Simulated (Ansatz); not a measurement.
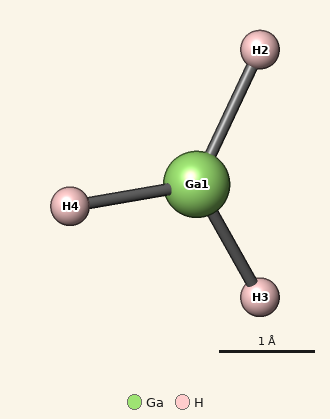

Figure 1. The structure as given in the input (ball-and-stick view, seen at a tilt; atoms are numbered from 1 in the order of the input). Sticks mark near contacts. Bond lengths as drawn: Ga–H 1.57 Å.

**Run report: GaH$_{3}$, nudged elastic band**

GaH$_{3}$, computed with RKS PBE0/def2-TZVP (Ansatz 0.2.0).

One setting was made poor on purpose. It belongs to a series of runs on one base structure; here: band between the two ends. Figures and captions count atoms from 1; the log counts them from 0 in places.

Input:
```yaml
crystal:
  periodic: [false, false, false]
  atoms:
    - { symbol: Ga, position_ang: [0.394403, 0.0, 0.227732] }
    - { symbol: H, position_ang: [0.395026, 0.0, 1.795684] }
    - { symbol: H, position_ang: [1.752638, 0.0, -0.55564] }
    - { symbol: H, position_ang: [-0.963466, 0.0, -0.556277] }
basis:
  gaussian: { orbitals: def2-TZVP }
hamiltonian:
  xc: pbe0
neb:
  order_check: false
  images: 1
  f_tol: 0.03
  max_iterations: 60
  climbing: true
  final_atoms:
    - { symbol: Ga, position_ang: [-1.27935338, 0.0193068, -0.74638919] }
    - { symbol: H, position_ang: [2.61513908, -0.00643404, 1.94616263] }
    - { symbol: H, position_ang: [2.98051245, -0.00643404, 1.29571269] }
    - { symbol: H, position_ang: [-2.73769715, -0.00643873, -1.58398712] }
  initial_path:
    images:
      - { positions_ang: [[0.394403, 0.0, 0.227732], [0.395026, 0.0, 1.795684], [1.752638, 0.0, -0.55564], [-0.963466, 0.0, -0.556277]] }
      - { positions_ang: [[1.27e-06, 0.0, -2.01e-06], [1.21659553, 0.0, 1.28560342], [1.72159943, 0.0, 0.41090567], [-1.35959523, 0.0, -0.78500808]] }
      - { positions_ang: [[-1.27935338, 0.0193068, -0.74638919], [2.61513908, -0.00643404, 1.94616263], [2.98051245, -0.00643404, 1.29571269], [-2.73769715, -0.00643873, -1.58398712]] }
```

Command:
```bash
ansatz run input.yaml --threads 1 --pin off --max-ram 2048MiB --backend cpu --events-out ev --progress --plain --runs-dir out
```

What the program printed:
```
Engine: ansatz 0.2.0, aarch64-unknown-linux-gnu
Functional definition: PBE0
  parameter a = 0.25
  parameter kappa = 0.804
  parameter beta = 0.06672455060314922
  exchange = (1 - a)*pbe_x(kappa = kappa, mu = beta*pi^2/3) + a*exact_x
  correlation = pbe_c(beta = beta)
545 factors; their error is unknown
mean field evaluation 1: about -52418.1742 eV, gradient 2.2e1 eV
mean field evaluation 2: about -52418.2332 eV, gradient 2.7e1 eV
mean field evaluation 4: about -52418.7499 eV, gradient 2.2e-1 eV
mean field evaluation 8: about -52418.9380 eV, gradient 8.9e-2 eV
mean field -52418.93796644 eV, -1926.3604394344 hartree, gradient 3.7e-5 eV, S^2 0.000000; 0 other end points of the search recorded, 0 dependent functions left out
the calculation of the forces begins
reference -52418.93799325 eV, -1926.3604404195 hartree; 17, 17 occupied and 49, 49 virtual orbitals, 545 factors
545 factors; their error is unknown
mean field evaluation 16: about -52417.4445 eV, gradient 1.9e1 eV
mean field -52418.01190857 eV, -1926.3264074353 hartree, gradient 1.7e-5 eV, S^2 0.000000; 0 other end points of the search recorded, 0 dependent functions left out
the calculation of the forces begins
reference -52418.01193854 eV, -1926.3264085367 hartree; 17, 17 occupied and 49, 49 virtual orbitals, 545 factors
NEB end point (image 0): max|allowed force component| = 8.026e-3 eV/Å (the criterion of neb.relax_end_points is 1.000e-2)
NEB end point (image 2): max|allowed force component| = 1.451e-3 eV/Å (the criterion of neb.relax_end_points is 1.000e-2)
545 factors; their error is unknown
mean field evaluation 32: about -52414.4729 eV, gradient 4.5e-2 eV
mean field -52414.65887493 eV, -1926.2031857218 hartree, gradient 3.0e-5 eV, S^2 0.000000; 0 other end points of the search recorded, 0 dependent functions left out
the calculation of the forces begins
reference -52414.65889842 eV, -1926.2031865852 hartree; 17, 17 occupied and 49, 49 virtual orbitals, 545 factors
NEB iter   1: max|band force component| = 4.277e0 eV/Å  barrier→ = 4.2791 eV  barrier← = 3.3530 eV  Δτ_max = 0.1916 Å  (70 SCF iters)
these checks for a lower state are left out or cut short: starts, cluster_reference, orbital_swaps, neighbouring_geometries, increment
545 factors; their error is unknown
mean field -52415.42362580 eV, -1926.2312897978 hartree, gradient 8.8e-6 eV, S^2 0.000000; 0 other end points of the search recorded, 0 dependent functions left out
the calculation of the forces begins
reference -52415.42364976 eV, -1926.2312906784 hartree; 17, 17 occupied and 49, 49 virtual orbitals, 545 factors
NEB iter   2: max|band force component| = 4.551e0 eV/Å  barrier→ = 3.5143 eV  barrier← = 2.5883 eV  Δτ_max = 0.1153 Å  (49 SCF iters)
[... from here on the SCF iterations and repeated set-up lines of each step are left out, up to the last step ...]
NEB iter   3: max|band force component| = 1.864e0 eV/Å  barrier→ = 2.7179 eV  barrier← = 1.7918 eV  Δτ_max = 0.0574 Å  (26 SCF iters)
NEB iter   4: max|band force component| = 1.579e0 eV/Å  barrier→ = 2.3309 eV  barrier← = 1.4048 eV  Δτ_max = 0.0577 Å  (27 SCF iters)
NEB iter   5: max|band force component| = 1.365e0 eV/Å  barrier→ = 2.0253 eV  barrier← = 1.0992 eV  Δτ_max = 0.0565 Å  (27 SCF iters)
NEB iter   6: max|band force component| = 9.548e-1 eV/Å  barrier→ = 1.7760 eV  barrier← = 0.8499 eV  Δτ_max = 0.1171 Å  (26 SCF iters)
NEB iter   7: max|band force component| = 5.882e-1 eV/Å  barrier→ = 1.5415 eV  barrier← = 0.6154 eV  Δτ_max = 0.1147 Å  (26 SCF iters)
NEB iter   8: max|band force component| = 5.937e-1 eV/Å  barrier→ = 1.4659 eV  barrier← = 0.5399 eV  Δτ_max = 0.1145 Å  (26 SCF iters)
NEB iter   9: max|band force component| = 7.223e-1 eV/Å  barrier→ = 1.3644 eV  barrier← = 0.4383 eV  Δτ_max = 0.1143 Å  (25 SCF iters)
NEB iter  10: max|band force component| = 7.278e-1 eV/Å  barrier→ = 1.2531 eV  barrier← = 0.3271 eV  Δτ_max = 0.1143 Å  (26 SCF iters)
NEB iter  11: max|band force component| = 6.381e-1 eV/Å  barrier→ = 1.1480 eV  barrier← = 0.2220 eV  Δτ_max = 0.1950 Å  (27 SCF iters)
NEB iter  12: max|band force component| = 3.715e-1 eV/Å  barrier→ = 1.0118 eV  barrier← = 0.0857 eV  CI = image 1  Δτ_max = 0.1016 Å  (31 SCF iters)
NEB iter  13: max|band force component| = 2.161e-1 eV/Å  barrier→ = 0.9671 eV  barrier← = 0.0410 eV  CI = image 1  Δτ_max = 0.0517 Å  (26 SCF iters)
NEB iter  14: max|band force component| = 1.615e-1 eV/Å  barrier→ = 0.9497 eV  barrier← = 0.0236 eV  CI = image 1  Δτ_max = 0.0519 Å  (26 SCF iters)
NEB iter  15: max|band force component| = 1.196e-1 eV/Å  barrier→ = 0.9368 eV  barrier← = 0.0108 eV  CI = image 1  Δτ_max = 0.0518 Å  (26 SCF iters)
NEB iter  16: max|band force component| = 1.445e-1 eV/Å  barrier→ = 0.9411 eV  barrier← = 0.0151 eV  CI = image 1  Δτ_max = 0.0260 Å  (27 SCF iters)
NEB iter  17: max|band force component| = 1.496e-1 eV/Å  barrier→ = 0.9380 eV  barrier← = 0.0119 eV  CI = image 1  Δτ_max = 0.0520 Å  (27 SCF iters)
NEB iter  18: max|band force component| = 1.109e-1 eV/Å  barrier→ = 0.9313 eV  barrier← = 0.0052 eV  CI = image 1  Δτ_max = 0.1040 Å  (27 SCF iters)
NEB iter  19: max|band force component| = 5.070e-2 eV/Å  barrier→ = 0.9237 eV  barrier← = -0.0023 eV  CI = image 1  Δτ_max = 0.1145 Å  (27 SCF iters)
NEB iter  20: max|band force component| = 4.223e-2 eV/Å  barrier→ = 0.9204 eV  barrier← = -0.0056 eV  CI = image 1  Δτ_max = 0.0556 Å  (27 SCF iters)
NEB iter  21: max|band force component| = 4.456e-2 eV/Å  barrier→ = 0.9200 eV  barrier← = -0.0061 eV  CI = image 1  Δτ_max = 0.0229 Å  (27 SCF iters)
NEB iter  22: max|band force component| = 1.263e-1 eV/Å  barrier→ = 0.9192 eV  barrier← = -0.0069 eV  CI = image 1  Δτ_max = 0.0114 Å  (27 SCF iters)
NEB iter  23: max|band force component| = 1.267e-1 eV/Å  barrier→ = 0.9192 eV  barrier← = -0.0068 eV  CI = image 1  Δτ_max = 0.0229 Å  (22 SCF iters)
NEB iter  24: max|band force component| = 1.145e-1 eV/Å  barrier→ = 0.9192 eV  barrier← = -0.0068 eV  CI = image 1  Δτ_max = 0.0457 Å  (27 SCF iters)
NEB iter  25: max|band force component| = 9.161e-2 eV/Å  barrier→ = 0.9191 eV  barrier← = -0.0069 eV  CI = image 1  Δτ_max = 0.0905 Å  (27 SCF iters)
NEB iter  26: max|band force component| = 3.484e-2 eV/Å  barrier→ = 0.9182 eV  barrier← = -0.0079 eV  CI = image 1  Δτ_max = 0.1165 Å  (27 SCF iters)
NEB iter  27: max|band force component| = 4.774e-2 eV/Å  barrier→ = 0.9162 eV  barrier← = -0.0098 eV  CI = image 1  Δτ_max = 0.0587 Å  (25 SCF iters)
NEB iter  28: max|band force component| = 1.974e-2 eV/Å  barrier→ = 0.9155 eV  barrier← = -0.0106 eV  CI = image 1  Δτ_max = 0.0589 Å  (27 SCF iters)
NEB iter  29: max|band force component| = 2.980e-2 eV/Å  barrier→ = 0.9155 eV  barrier← = -0.0106 eV  CI = image 1  Δτ_max = 0.0296 Å  (26 SCF iters)
NEB iter  30: max|band force component| = 3.092e-2 eV/Å  barrier→ = 0.9156 eV  barrier← = -0.0105 eV  CI = image 1  Δτ_max = 0.0148 Å  (27 SCF iters)
these checks for a lower state are left out or cut short: starts, cluster_reference, orbital_swaps, neighbouring_geometries, increment
545 factors; their error is unknown
mean field -52418.02244220 eV, -1926.3267945393 hartree, gradient 7.7e-6 eV, S^2 0.000000; 0 other end points of the search recorded, 0 dependent functions left out
the calculation of the forces begins
reference -52418.02247000 eV, -1926.3267955607 hartree; 17, 17 occupied and 49, 49 virtual orbitals, 545 factors
545 factors; their error is unknown
mean field evaluation 256: about -52418.0224 eV, gradient 7.8e-6 eV
mean field -52418.02244220 eV, -1926.3267945393 hartree, gradient 7.8e-6 eV, S^2 0.000000; 1 other end points of the search recorded, 0 dependent functions left out
the calculation of the forces begins
reference -52418.02247000 eV, -1926.3267955607 hartree; 17, 17 occupied and 49, 49 virtual orbitals, 545 factors
NEB iter  31: max|band force component| = 7.085e-3 eV/Å  barrier→ = 0.9155 eV  barrier← = -0.0105 eV  CI = image 1  Δτ_max = 0.0000 Å  (49 SCF iters)
```

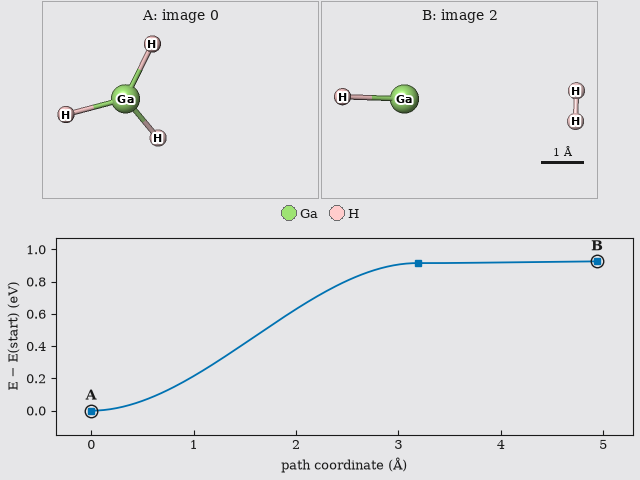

Figure 2. Images of the last band (counted from 0; ball-and-stick, seen at a tilt) above the energy along the path; the line is a cubic interpolation that uses the forces. No image lies above both ends; the end is 0.926 eV above the start. The path is 4.94 Å long. The band converged in 31 iterations.

```
Total energy: -52418.02247000 eV, -1926.3267955607 hartree
Atom 0 at    -0.658607     0.659452    -1.055975 Å, force    -0.000078     0.000630    -0.000080 eV/Å
Atom 1 at     2.185193    -0.435472     1.679533 Å, force    -0.001615     0.006856    -0.006599 eV/Å
Atom 2 at     2.082930     0.063890     1.133093 Å, force    -0.000481    -0.007238     0.005572 eV/Å
Atom 3 at    -2.030914    -0.287870    -0.845152 Å, force     0.002174    -0.000248     0.001108 eV/Å
Dipole moment:     0.061980     0.043795    -0.010917 e Å
this run last wrote the band of iteration 31 to [file]; this run last wrote the band within `neb.f_tol` of iteration 29 to [file]
```

The last band as extended XYZ (Å, eV, eV/Å):
```
4
Properties=species:S:1:pos:R:3:forces:R:3 image=0 energy=-52418.93797
Ga    0.3944    0.0000    0.2277    0.0014   0.0000   0.0008
H     0.3950    0.0000    1.7957   -0.0014   0.0000   0.0080
H     1.7526    0.0000   -0.5556    0.0062   0.0000  -0.0053
H    -0.9635    0.0000   -0.5563   -0.0062   0.0000  -0.0036
4
Properties=species:S:1:pos:R:3:forces:R:3 image=1 energy=-52418.02244
Ga   -0.6586    0.6595   -1.0560   -0.0001   0.0006  -0.0001
H     2.1852   -0.4355    1.6795   -0.0016   0.0069  -0.0066
H     2.0829    0.0639    1.1331   -0.0005  -0.0072   0.0056
H    -2.0309   -0.2879   -0.8452    0.0022  -0.0002   0.0011
4
Properties=species:S:1:pos:R:3:forces:R:3 image=2 energy=-52418.01191
Ga   -1.2794    0.0193   -0.7464   -0.0015   0.0000  -0.0010
H     2.6151   -0.0064    1.9462    0.0007   0.0000  -0.0001
H     2.9805   -0.0064    1.2957   -0.0004   0.0000   0.0004
H    -2.7377   -0.0064   -1.5840    0.0012   0.0000   0.0008
```

Results in brief:

| quantity | value |
| --- | --- |
| outcome | converged |
| barrier, forward | 0.915 eV |
| barrier, backward | −0.011 eV |
| hardware | 1 thread of Arm Neoverse V2, 24 GiB of memory available, shared host |
| wall time | 25 s |
| peak memory | 0.11 GiB |

A deliberately poor setting: few images. The order of the saddle point was not checked.
